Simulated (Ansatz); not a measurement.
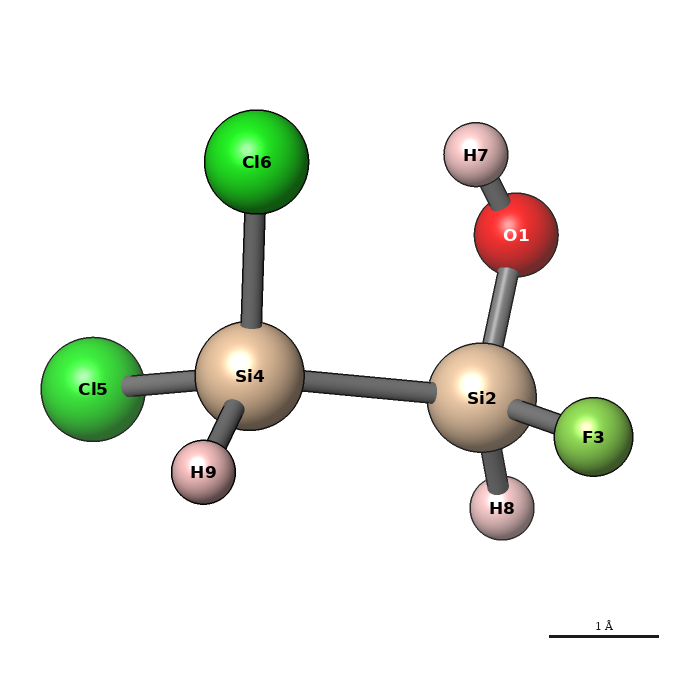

Computed geometry: PBE-D4/def2-SVP optimisation. No frequency run is at hand to confirm it as a minimum.

Find the hydrogen bonds (donors O, N, F, S or Cl) and give their geometry.

```json
{"D–H···A": "O1–H7···Cl6", "D–H (Å)": "0.98", "H···A (Å)": "2.73", "angle (°)": "128", "kind": "intramolecular"}
```
